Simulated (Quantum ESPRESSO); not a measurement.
## Collinear magnetic orders of CrO2 with Quantum ESPRESSO

Wanted: the moments of CrO2 and the energy of each order that was tried.

Method: PBEsol; plane waves with GBRV 1.5 PBEsol potentials, no spin-orbit coupling, in Quantum ESPRESSO 7.5.

## Step 1: Starting point

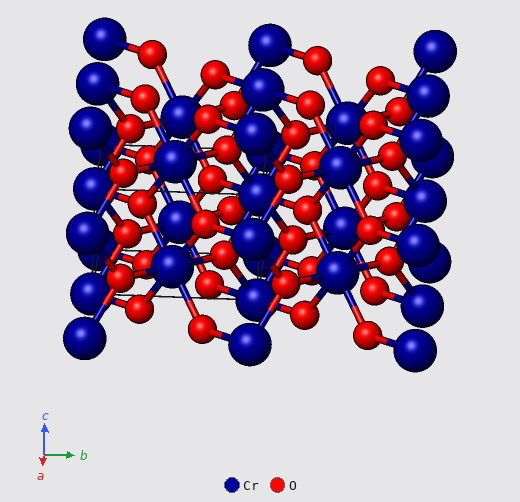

Start, viewed slightly off an axis; chromium blue, oxygen red. 2×2×2 cells are drawn. Some periodic images of atoms are drawn too.

The cell comes from the Crystallography Open Database.

## Step 2: Start 1: ferro ++

The signs are those of the starting moments on the seeded atoms, the atoms that are given a moment.

pw.in

```
&CONTROL
  calculation = 'scf'
  prefix = 'pwscf'
  outdir = './tmp'
  pseudo_dir = './pseudo'
  disk_io = 'nowf'
/
&SYSTEM
  ibrav = 0
  nat = 6
  ntyp = 2
  ecutwfc = 40
  ecutrho = 280
  nbnd = 39
  occupations = 'smearing'
  smearing = 'fd'
  degauss = 0.00367493
  nspin = 2
  starting_magnetization(1) = 0.2143
  starting_magnetization(2) = 0
/
&ELECTRONS
  conv_thr = 1.2d-08
  electron_maxstep = 150
  mixing_beta = 0.3
/
ATOMIC_SPECIES
Cr     51.9961 cr_pbesol_v1.5.uspp.F.UPF
O      15.9990 o_pbesol_v1.2.uspp.F.UPF
CELL_PARAMETERS angstrom
   4.4210000000    0.0000000000    0.0000000000
   0.0000000000    4.4210000000    0.0000000000
   0.0000000000    0.0000000000    2.9170000000
ATOMIC_POSITIONS crystal
Cr      0.0000000000    0.0000000000    0.0000000000
Cr      0.5000000000    0.5000000000    0.5000000000
O       0.3010000000    0.3010000000    0.0000000000
O       0.1990000000    0.8010000000    0.5000000000
O       0.6990000000    0.6990000000    0.0000000000
O       0.8010000000    0.1990000000    0.5000000000
K_POINTS automatic
6 6 6 0 0 0
```

Launch:

```console
OMP_NUM_THREADS=1 mpirun -n 4 pw.x -nk 4 -in pw.in > pw.out
```

What it wrote:

```text
Program PWSCF v.7.5 starts

     Message from routine setup:
     using ibrav=0 with symmetry is DISCOURAGED, use correct ibrav instead

     K-points division:     npool     =       4
     Subspace diagonalization in iterative solution of the eigenvalue problem:

     G-vector sticks info
     --------------------
     sticks:   dense  smooth     PW     G-vecs:    dense   smooth      PW
     Sum        1565     885    285                30497    13155    2353

     Using Slab Decomposition

     bravais-lattice index     =            0
     lattice parameter (alat)  =       8.3545  a.u.
     unit-cell volume          =     384.7460 (a.u.)^3
     number of atoms/cell      =            6
     number of atomic types    =            2
     number of electrons       =        52.00
     number of Kohn-Sham states=           39
     kinetic-energy cutoff     =      40.0000  Ry
     charge density cutoff     =     280.0000  Ry
     scf convergence threshold =      1.2E-08
     mixing beta               =       0.3000
     number of iterations used =            8  plain     mixing
     Exchange-correlation= SLA  PW   PSX  PSC
                           (   1   4  10   8   0   0   0)

     celldm(1)=   8.354479  celldm(2)=   0.000000  celldm(3)=   0.000000
     celldm(4)=   0.000000  celldm(5)=   0.000000  celldm(6)=   0.000000

     crystal axes: (cart. coord. in units of alat)
               a(1) = (   1.000000   0.000000   0.000000 )
               a(2) = (   0.000000   1.000000   0.000000 )
               a(3) = (   0.000000   0.000000   0.659805 )

     reciprocal axes: (cart. coord. in units 2 pi/alat)
               b(1) = (  1.000000  0.000000  0.000000 )
               b(2) = (  0.000000  1.000000  0.000000 )
               b(3) = (  0.000000  0.000000  1.515598 )

     PseudoPot. # 1 for Cr read from file:
     cr_pbesol_v1.5.uspp.F.UPF
     Pseudo is Ultrasoft + core correction, Zval = 14.0
     Generated by new atomic code, or converted to UPF format
     Using radial grid of  857 points,  6 beta functions with:
                l(1) =   0
                l(2) =   0
                l(3) =   1
                l(4) =   1
                l(5) =   2
                l(6) =   2
     Q(r) pseudized with  8 coefficients,  rinner =    0.950   0.950   0.950
                                                       0.950   0.950

     PseudoPot. # 2 for O  read from file:
     o_pbesol_v1.2.uspp.F.UPF
     Pseudo is Ultrasoft + core correction, Zval =  6.0
     Generated by new atomic code, or converted to UPF format
     Using radial grid of  737 points,  5 beta functions with:
                l(1) =   0
                l(2) =   0
                l(3) =   1
                l(4) =   1
                l(5) =   2
     Q(r) pseudized with  8 coefficients,  rinner =    0.900   0.900   0.900
                                                       0.900   0.900

     atomic species   valence    mass     pseudopotential
     Cr               14.00    51.99610     Cr( 1.00)
     O                 6.00    15.99900     O ( 1.00)

     Starting magnetic structure
     atomic species   magnetization
     Cr              0.214
     O               0.000

     16 Sym. Ops., with inversion, found ( 8 have fractional translation)

   Cartesian axes

     site n.     atom                  positions (alat units)
         1        Cr     tau(   1) = (   0.0000000   0.0000000   0.0000000  )
         2        Cr     tau(   2) = (   0.5000000   0.5000000   0.3299027  )
         3        O      tau(   3) = (   0.3010000   0.3010000   0.0000000  )
         4        O      tau(   4) = (   0.1990000   0.8010000   0.3299027  )
         5        O      tau(   5) = (   0.6990000   0.6990000   0.0000000  )
         6        O      tau(   6) = (   0.8010000   0.1990000   0.3299027  )

     number of k points=    40  Fermi-Dirac smearing, width (Ry)=  0.0037
                       cart. coord. in units 2pi/alat
        k(    1) = (   0.0000000   0.0000000   0.0000000), wk =   0.0046296
        k(    2) = (   0.0000000   0.0000000   0.2525997), wk =   0.0092593
        k(    3) = (   0.0000000   0.0000000   0.5051994), wk =   0.0092593
        k(    4) = (   0.0000000   0.0000000  -0.7577991), wk =   0.0046296
        k(    5) = (   0.0000000   0.1666667   0.0000000), wk =   0.0185185
        [... 35 further k-points ...]

     Dense  grid:    30497 G-vectors     FFT dimensions: (  48,  48,  30)

     Smooth grid:    13155 G-vectors     FFT dimensions: (  36,  36,  24)

     Check: negative core charge=   -0.000008
     Generating pointlists ...
     new r_m :   0.1756 (alat units)  1.4670 (a.u.) for type    1
     new r_m :   0.1756 (alat units)  1.4670 (a.u.) for type    2

     Initial potential from superposition of free atoms

     starting charge      50.0000, renormalised to      52.0000

     negative rho (up, down):  2.032E-03 1.309E-03
     Starting wfcs are   36 randomized atomic wfcs +    3 random wfcs

     Self-consistent Calculation

     iteration #  1     ecut=    40.00 Ry     beta= 0.30
     Davidson diagonalization with overlap
     ethr =  1.00E-02,  avg # of iterations =  6.0

     negative rho (up, down):  1.823E-03 2.182E-03

     total energy              =    -479.17554474 Ry
     estimated scf accuracy    <       3.35130141 Ry

     total magnetization       =     4.00 Bohr mag/cell
     absolute magnetization    =     4.14 Bohr mag/cell

     iteration #  2     ecut=    40.00 Ry     beta= 0.30
     Davidson diagonalization with overlap
     ethr =  6.44E-03,  avg # of iterations =  1.6

     negative rho (up, down):  1.297E-03 2.359E-03

     total energy              =    -479.70357428 Ry
     estimated scf accuracy    <       1.34184557 Ry

     total magnetization       =     4.06 Bohr mag/cell
     absolute magnetization    =     4.84 Bohr mag/cell

     iteration #  3     ecut=    40.00 Ry     beta= 0.30
     Davidson diagonalization with overlap
     ethr =  2.58E-03,  avg # of iterations =  1.1

     negative rho (up, down):  4.527E-04 3.345E-03

     total energy              =    -479.90569533 Ry
     estimated scf accuracy    <       0.19832811 Ry

     total magnetization       =     4.00 Bohr mag/cell
     absolute magnetization    =     4.57 Bohr mag/cell

     [... further iterations left out ...]

     iteration #  9     ecut=    40.00 Ry     beta= 0.30
     Davidson diagonalization with overlap
     ethr =  2.91E-08,  avg # of iterations =  2.0

     negative rho (up, down):  0.000E+00 4.337E-03

     total energy              =    -479.97220311 Ry
     estimated scf accuracy    <       0.00000222 Ry

     total magnetization       =     4.00 Bohr mag/cell
     absolute magnetization    =     4.65 Bohr mag/cell

     iteration # 10     ecut=    40.00 Ry     beta= 0.30
     Davidson diagonalization with overlap
     ethr =  4.28E-09,  avg # of iterations =  2.0

     negative rho (up, down):  0.000E+00 4.334E-03

     total energy              =    -479.97220385 Ry
     estimated scf accuracy    <       0.00000010 Ry

     total magnetization       =     4.00 Bohr mag/cell
     absolute magnetization    =     4.65 Bohr mag/cell

     iteration # 11     ecut=    40.00 Ry     beta= 0.30
     Davidson diagonalization with overlap
     ethr =  1.91E-10,  avg # of iterations =  2.0

     negative rho (up, down):  0.000E+00 4.331E-03

     total energy              =    -479.97220409 Ry
     estimated scf accuracy    <       0.00000011 Ry

     total magnetization       =     4.00 Bohr mag/cell
     absolute magnetization    =     4.65 Bohr mag/cell

     iteration # 12     ecut=    40.00 Ry     beta= 0.30
     Davidson diagonalization with overlap
     ethr =  1.91E-10,  avg # of iterations =  1.5

     negative rho (up, down):  0.000E+00 4.332E-03

     Magnetic moment per site  (integrated on atomic sphere of radius R)
     atom   1 (R=0.176)  charge= 10.5343  magn=  1.7283
     atom   2 (R=0.176)  charge= 10.5343  magn=  1.7283
     atom   3 (R=0.176)  charge=  5.2011  magn= -0.0696
     atom   4 (R=0.176)  charge=  5.2011  magn= -0.0696
     atom   5 (R=0.176)  charge=  5.2011  magn= -0.0696
     atom   6 (R=0.176)  charge=  5.2011  magn= -0.0696

     End of self-consistent calculation

     [... lines left out ...]
     the Fermi energy is    10.7070 ev

!    total energy              =    -479.97220430 Ry
     estimated scf accuracy    <          6.7E-09 Ry
     smearing contrib. (-TS)   =      -0.00086591 Ry
     internal energy E=F+TS    =    -479.97133839 Ry

     The total energy is F=E-TS. E is the sum of the following terms:
     one-electron contribution =    -202.53988403 Ry
     hartree contribution      =     127.25134317 Ry
     xc contribution           =     -73.04644417 Ry
     ewald contribution        =    -331.63635336 Ry

     total magnetization       =     4.00 Bohr mag/cell
     absolute magnetization    =     4.65 Bohr mag/cell

     convergence has been achieved in  12 iterations

=------------------------------------------------------------------------------=
   JOB DONE.
=------------------------------------------------------------------------------=
```

It took 24 s on 4 MPI ranks of Arm Neoverse V2, shared host; peak memory 0.48 GiB; 94 s of CPU time.

Spin moment in the atom's sphere by atom:

| atom | spin moment in the atom's sphere (μB) |
| --- | --- |
| Cr1 | 1.73 |
| Cr2 | 1.73 |
| O3 | -0.07 |
| O4 | -0.07 |
| O5 | -0.07 |
| O6 | -0.07 |

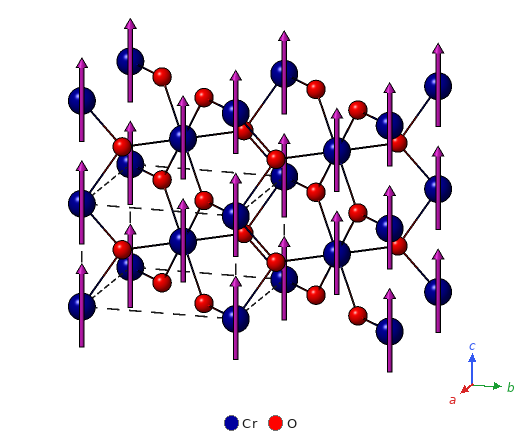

Spin moment in the atom's sphere as arrows, the longest 1.73 μB. Up and down stand for the sign. Arrows give size and sign along the axis of quantisation, drawn up and down the page. 1×2×2 cells are drawn. Some periodic images of atoms are drawn too.

This step gave:

```yaml
smearing_term_ts: 0.01178 eV
magnetization: 4 μB
absolute_magnetization: 4.651 μB
final_state: ferromagnetic
```

[end of part 1 of 2]

[Logs and program files are shortened in this print: banners, set-up blocks, solver, clock and traceback lines can be left out without a mark of their own.]

[Logs are printed without paths, hosts, clocks, repeated set-up lines and the standing remarks that a program may print on its own settings, such as how far it seeks lower states.]

[Hosts, paths, dates, database ids (printed as entryN), source tags and the programs' standing remarks are cut or masked in the printed files.]

[Where a cell is said to come from a database of computed structures, the database is the Materials Project.]
